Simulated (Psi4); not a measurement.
## Single-point calculation, with input and output: GaH$_{5}$O

The run: single-point calculation of GaH$_{5}$O. Method and program: MP2/cc-pVTZ, RHF (Psi4 1.11).

The geometry was optimised with PBEh-3c/def2-mSVP.

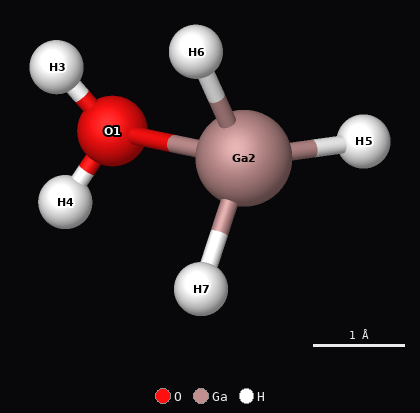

**Figure 1.** The input geometry (ball-and-stick view, seen at a tilt; atoms are numbered from 1 in the order of the input). Sticks mark near contacts. Bond lengths as drawn: Ga–H 1.56 to 1.57 Å, Ga–O 2.20 Å and H–O 0.96 Å.

Summary

```json
{"quantity": "outcome", "value": "converged"}
{"quantity": "total energy", "value": "−2001.524417 hartree"}
{"quantity": "SCF energy", "value": "−2001.077321 hartree"}
{"quantity": "MP2 energy", "value": "−2001.524417 hartree"}
{"quantity": "correlation energy", "value": "−0.447096 hartree"}
{"quantity": "basis functions", "value": "143"}
{"quantity": "HOMO of the SCF reference", "value": "−10.82 eV"}
{"quantity": "LUMO of the SCF reference", "value": "2.28 eV"}
{"quantity": "hardware", "value": "1 thread of Intel Xeon (Granite Rapids), 128 GiB of memory available, shared host"}
{"quantity": "wall time", "value": "4.8 s"}
{"quantity": "peak memory", "value": "0.66 GiB"}
```

Input (gah5o.in)
```
memory 1600 MB

molecule {
  O     -0.250113    -1.197230    -0.155655
  Ga     0.138277     0.970030    -0.100983
  H     -1.005514    -1.443879     0.386934
  H      0.498487    -1.713502     0.158666
  H      0.063016     1.290147    -1.624341
  H     -1.090751     1.307212     0.811291
  H      1.544745     0.850391     0.580862
  symmetry c1
}

set reference rhf
set freeze_core true

e, wfn = energy("mp2/cc-pVTZ", return_wfn=True)
```

Run as:
```bash
psi4 -n 1 gah5o.in gah5o.out
```

The program's output
```
Psi4 1.11 release

    SCF Algorithm Type (re)set to DF.

   => Loading Basis Set <=

    Name: CC-PVTZ
    Role: ORBITAL
    Keyword: BASIS

         ---------------------------------------------------------
                                   SCF
                              RHF Reference
                        1 Threads,   1525 MiB Core
         ---------------------------------------------------------

  ==> Geometry <==

    Molecular point group: c1
    Full point group: C1

    Geometry (in Angstrom), charge = 0, multiplicity = 1:

       Center              X                  Y                   Z               Mass
    ------------   -----------------  -----------------  -----------------  -----------------
         O           -0.311700042917    -1.730835268280    -0.054119045901    15.994914619570
         GA           0.076689957083     0.436424731720     0.000552954099    68.925573500000
         H           -1.067101042917    -1.977484268280     0.488469954099     1.007825032230
         H            0.436899957083    -2.247107268280     0.260201954099     1.007825032230
         H            0.001428957083     0.756541731720    -1.522805045901     1.007825032230
         H           -1.152338042917     0.773606731720     0.912826954099     1.007825032230
         H            1.483157957083     0.316785731720     0.682397954099     1.007825032230

  Running in c1 symmetry.

  Rotational constants: A =      1.91227  B =      0.21786  C =      0.21548 [cm^-1]
  Rotational constants: A =  57328.53165  B =   6531.31755  C =   6459.95032 [MHz]
  Nuclear repulsion =  118.294868916994844

  Charge       = 0
  Multiplicity = 1
  Electrons    = 44
  Nalpha       = 22
  Nbeta        = 22

  ==> Algorithm <==

  SCF Algorithm Type is DF.
  DIIS enabled.
  MOM disabled.
  Fractional occupation disabled.
  Guess Type is SAD.
  Energy threshold   = 1.00e-08
  Density threshold  = 1.00e-08
  Integral threshold = 1.00e-12

  ==> Primary Basis <==

  Basis Set: CC-PVTZ
    Blend: CC-PVTZ
    Number of shells: 55
    Number of basis functions: 143
    Number of Cartesian functions: 159
    Spherical Harmonics?: true
    Max angular momentum: 3

   => Loading Basis Set <=

    Name: (CC-PVTZ AUX)
    Role: JKFIT
    Keyword: DF_BASIS_SCF

  ==> Integral Setup <==

  DFHelper Memory: AOs need 0.072 GiB; user supplied 1.118 GiB.
  SCF_SUBTYPE=INCORE selected. In-core MEM_DF algorithm will be used.
  Using in-core AOs.

  ==> MemDFJK: Density-Fitted J/K Matrices <==

    J tasked:                   Yes
    K tasked:                   Yes
    wK tasked:                   No
    Memory [MiB]:              1144
    Algorithm:                 Core
    Schwarz Cutoff:           1E-12
    Mask sparsity (%):       0.0782
    Fitting Condition:        1E-10

   => Auxiliary Basis Set <=

  Basis Set: (CC-PVTZ AUX)
    Blend: CC-PVTZ-JKFIT
    Number of shells: 126
    Number of basis functions: 436
    Number of Cartesian functions: 540
    Spherical Harmonics?: true
    Max angular momentum: 4

  Minimum eigenvalue in the overlap matrix is 1.4563514176E-03.
  Reciprocal condition number of the overlap matrix is 2.4963592631E-04.
    Using symmetric orthogonalization.

  ==> Pre-Iterations <==

  SCF Guess: Superposition of Atomic Densities via on-the-fly atomic UHF (no occupation information).

   -------------------------
    Irrep   Nso     Nmo
   -------------------------
     A        143     143
   -------------------------
    Total     143     143
   -------------------------

  ==> Iterations <==

                           Total Energy        Delta E     RMS |[F,P]|

   @DF-RHF iter SAD: -1996.43675444515520   -1.99644e+03   0.00000e+00
   @DF-RHF iter   1: -1999.70943967443418   -3.27269e+00   1.44503e-02 ADIIS/DIIS
   @DF-RHF iter   2: -2000.20515078258427   -4.95711e-01   1.44707e-02 ADIIS/DIIS
   @DF-RHF iter   3: -2001.06941157698884   -8.64261e-01   9.07424e-04 ADIIS/DIIS
   @DF-RHF iter   4: -2001.07684437803391   -7.43280e-03   1.94129e-04 ADIIS/DIIS
   @DF-RHF iter   5: -2001.07726727454997   -4.22897e-04   6.87460e-05 DIIS
   @DF-RHF iter   6: -2001.07731623156610   -4.89570e-05   1.51017e-05 DIIS
   @DF-RHF iter   7: -2001.07732019670357   -3.96514e-06   3.80988e-06 DIIS
   @DF-RHF iter   8: -2001.07732052189999   -3.25196e-07   6.51820e-07 DIIS
   @DF-RHF iter   9: -2001.07732053387554   -1.19755e-08   1.52439e-07 DIIS
   @DF-RHF iter  10: -2001.07732053463064   -7.55108e-10   2.72726e-08 DIIS
   @DF-RHF iter  11: -2001.07732053465043   -1.97815e-11   6.58060e-09 DIIS
  Energy and wave function converged.

  ==> Post-Iterations <==

    Orbital Energies [Eh]
    ---------------------

    Doubly Occupied:

       1A   -378.772649     2A    -48.124848     3A    -42.453349
       4A    -42.450843     5A    -42.450728     6A    -20.640476
       7A     -6.354589     8A     -4.450144     9A     -4.444780
      10A     -4.444558    11A     -1.430234    12A     -1.165528
      13A     -1.159402    14A     -1.159244    15A     -1.154565
      16A     -1.154379    17A     -0.794057    18A     -0.688426
      19A     -0.612234    20A     -0.532589    21A     -0.401132
      22A     -0.397735

    Virtual:

      23A      0.083671    24A      0.137971    25A      0.153617
      26A      0.155784    27A      0.177628    28A      0.196878
      29A      0.257321    30A      0.302324    31A      0.303822
      32A      0.340038    33A      0.342822    34A      0.352894
      35A      0.440132    36A      0.447996    37A      0.482185
      38A      0.546958    39A      0.554780    40A      0.580648
      41A      0.648808    42A      0.653884    43A      0.728909
      44A      0.754259    45A      0.808776    46A      0.829176
      47A      0.904779    48A      0.911875    49A      0.953196
      50A      0.961043    51A      1.008506    52A      1.034805
      53A      1.083242    54A      1.128227    55A      1.164096
      56A      1.164533    57A      1.185781    58A      1.197193
      59A      1.264035    60A      1.305602    61A      1.317047
      62A      1.320426    63A      1.335778    64A      1.444565
      65A      1.454862    66A      1.477146    67A      1.524178
      68A      1.529781    69A      1.538968    70A      1.641660
      71A      1.733306    72A      1.944958    73A      1.948572
      74A      2.065278    75A      2.102815    76A      2.126558
      77A      2.127248    78A      2.194517    79A      2.239547
      80A      2.283454    81A      2.298458    82A      2.604518
      83A      2.788396    84A      2.891092    85A      3.125756
      86A      3.138211    87A      3.153481    88A      3.360874
      89A      3.485289    90A      3.501843    91A      3.538377
      92A      3.560365    93A      3.590647    94A      3.604983
      95A      3.663675    96A      3.665851    97A      3.691470
      98A      3.773451    99A      3.797512   100A      3.809278
     101A      3.823235   102A      3.831362   103A      3.883630
     104A      3.926817   105A      3.959429   106A      3.965414
     107A      3.994083   108A      4.054669   109A      4.098196
     110A      4.195251   111A      4.208617   112A      4.213280
     113A      4.258856   114A      4.275793   115A      4.300107
     116A      4.364437   117A      4.396437   118A      4.396759
     119A      4.430049   120A      4.473359   121A      4.479913
     122A      4.589660   123A      4.683286   124A      4.724965
     125A      4.838801   126A      5.007048   127A      5.014826
     128A      5.133821   129A      5.330515   130A      5.483101
     131A      5.984067   132A      6.502900   133A      6.867194
     134A      6.923672   135A      6.955931   136A      7.038485
     137A      7.095570   138A      7.172780   139A      7.271846
     140A      7.464588   141A      7.716258   142A      8.222893
     143A     13.108585

    Final Occupation by Irrep:
              A
    DOCC [    22 ]
    NA   [    22 ]
    NB   [    22 ]

  @DF-RHF Final Energy: -2001.07732053465043

   => Energetics <=

    Nuclear Repulsion Energy =            118.2948689169948437
    One-Electron Energy =               -3028.2713989728667912
    Two-Electron Energy =                 908.8992095212216782
    Total Energy =                      -2001.0773205346504255

Computation Completed

Properties will be evaluated at   0.000000,   0.000000,   0.000000 [a0]

Properties computed using the SCF density matrix

 Multipole Moments:

 ------------------------------------------------------------------------------------
     Multipole            Electronic (a.u.)      Nuclear  (a.u.)        Total (a.u.)
 ------------------------------------------------------------------------------------

 L = 1.  Multiply by 2.5417464519 to convert [e a0] to [Debye]
 Dipole X            :          0.5922664           -0.7826563           -0.1903900
 Dipole Y            :          3.5730435           -5.0931385           -1.5200949
 Dipole Z            :         -0.2684714            0.7658701            0.4973987
 Magnitude           :                                                    1.6106962

 ------------------------------------------------------------------------------------

	total time  =          4 seconds =       0.07 minutes

  //>>>>>>>>>>>>>>>>>>>>>>>>>>>>>>>>>>>//
  //               DFMP2               //
  //<<<<<<<<<<<<<<<<<<<<<<<<<<<<<<<<<<<//

   => Loading Basis Set <=

    Name: (CC-PVTZ AUX)
    Role: RIFIT
    Keyword: DF_BASIS_MP2

	 --------------------------------------------------------
	                          DF-MP2
	      2nd-Order Density-Fitted Moller-Plesset Theory
	              RMP2 Wavefunction,   1 Threads

	 --------------------------------------------------------

   => Auxiliary Basis Set <=

  Basis Set: (CC-PVTZ AUX)
    Blend: CC-PVTZ-RI
    Number of shells: 111
    Number of basis functions: 397
    Number of Cartesian functions: 502
    Spherical Harmonics?: true
    Max angular momentum: 5

	 --------------------------------------------------------
	                 NBF =   143, NAUX =   397
	 --------------------------------------------------------
	   CLASS    FOCC     OCC    AOCC    AVIR     VIR    FVIR
	   PAIRS      10      22      12     121     121       0
	 --------------------------------------------------------

	-----------------------------------------------------------
	 ==================> DF-MP2 Energies <====================
	-----------------------------------------------------------
	 Reference Energy          =   -2001.0773205346504255 [Eh]
	 Singles Energy            =      -0.0000000000000000 [Eh]
	 Same-Spin Energy          =      -0.1057779293693527 [Eh]
	 Opposite-Spin Energy      =      -0.3413184094995032 [Eh]
	 Correlation Energy        =      -0.4470963388688558 [Eh]
	 Total Energy              =   -2001.5244168735193853 [Eh]
	-----------------------------------------------------------
	 ================> DF-SCS-MP2 Energies <==================
	-----------------------------------------------------------
	 SCS Same-Spin Scale       =       0.3333333333333333 [-]
	 SCS Opposite-Spin Scale   =       1.2000000000000000 [-]
	 SCS Same-Spin Energy      =      -0.0352593097897842 [Eh]
	 SCS Opposite-Spin Energy  =      -0.4095820913994038 [Eh]
	 SCS Correlation Energy    =      -0.4448414011891880 [Eh]
	 SCS Total Energy          =   -2001.5221619358396765 [Eh]
	-----------------------------------------------------------

	total time  =          0 seconds =       0.00 minutes

    Psi4 run time: 0:00:03.88
```

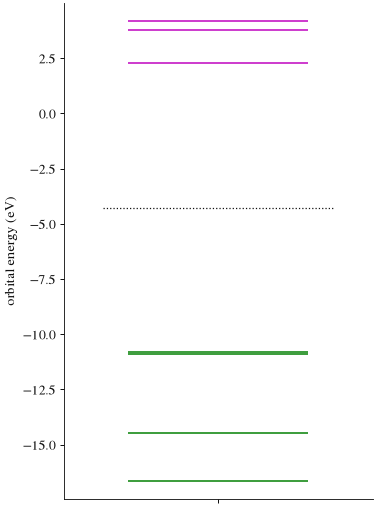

**Figure 2.** Orbital energies near the frontier (SCF reference); the dotted line parts filled from empty levels, and levels within 0.02 eV of each other stand side by side. Highest filled −10.82 eV, lowest empty 2.28 eV, 13.10 eV apart.
